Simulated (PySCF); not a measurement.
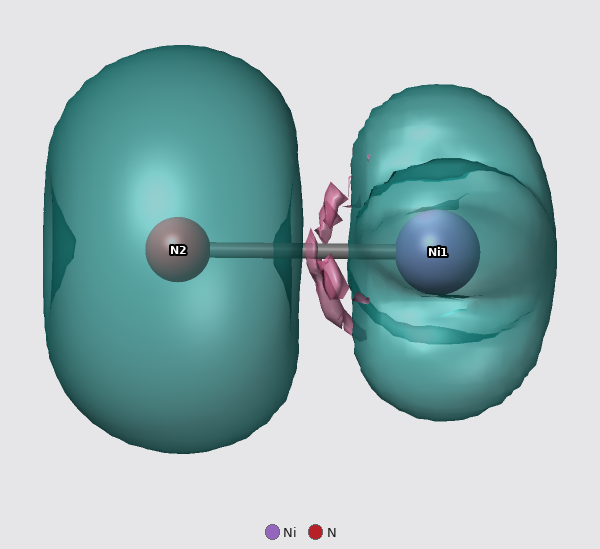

NiN (quartet). Isosurfaces of the spin density (α minus β) at +0.03 (teal) and −0.03 e/Å³ (pink), seen from one side.

⟨S²⟩ = 3.82, above the pure value of 3.75.

All numbers below come from PBE0/x2c-TZVPPall, spin-free X2C-1e, Gaussian nucleus, at a bond length of 1.743 Å in PySCF 2.14.0.

Question: Where is the unpaired spin?

Answer: The unpaired spin (3 electrons) lies mostly on N2 (about 1.8) and Ni1 (about 1.2), in electrons by Hirshfeld's partition.
